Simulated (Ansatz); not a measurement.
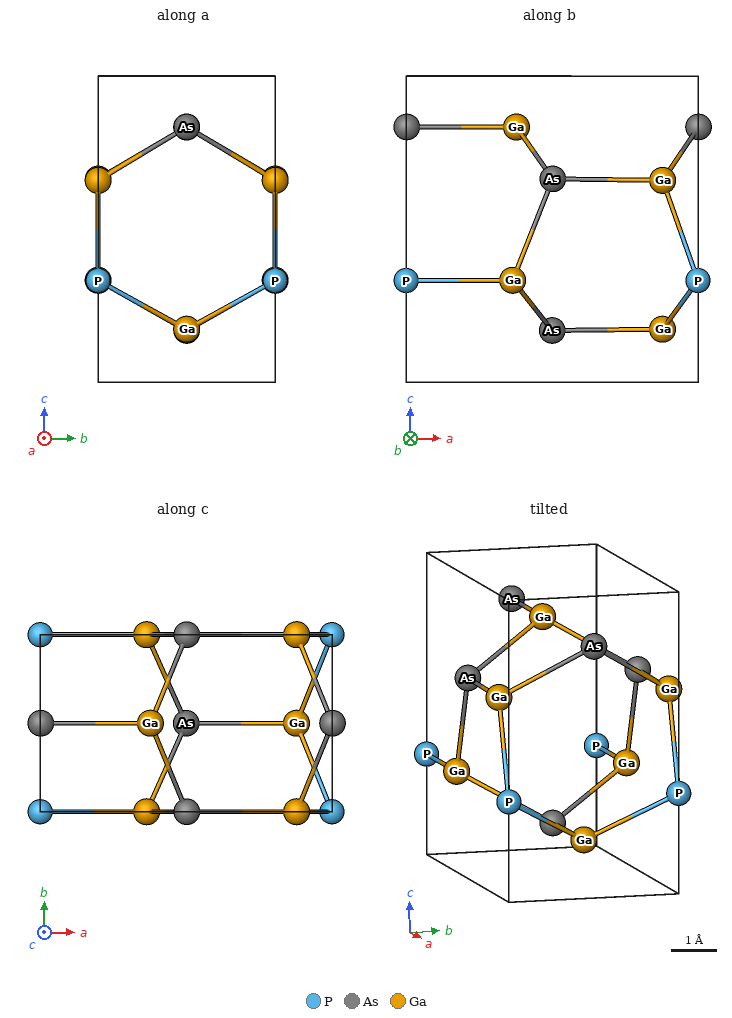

Shown here is a ball-and-stick view of the crystal, taken along the a axis, along the b axis, along the c axis and slightly off an axis. The conventional unit cell is drawn as a box.

Lattice parameters: a = 6.522 Å, b = 3.957 Å, c = 6.848 Å, α = 90.00°, β = 90.00°, γ = 90.00°.

### Record the structure as a table of Wyckoff sites, with free fractional coordinates to two decimals.

Space group Pm (No. 6).
| atom | site | x | y | z |
| --- | --- | --- | --- | --- |
| P | 1a | 0.00 | 0.00 | 0.33 |
| As | 1b | 0.00 | 0.50 | 0.83 |
| As | 1b | 0.50 | 0.50 | 0.17 |
| As | 1a | 0.50 | 0.00 | 0.66 |
| Ga | 1a | 0.36 | 0.00 | 0.3333 |
| Ga | 1b | 0.38 | 0.50 | 0.83 |
| Ga | 1b | 0.88 | 0.50 | 0.17 |
| Ga | 1a | 0.88 | 0.00 | 0.66 |

The structure comes from a structure type filled with these elements by a generator (whether the compound takes this form wasn't checked). Earlier steps of the study may have refined or changed the cell and positions. Ansatz was used for an electronic-structure calculation on it.
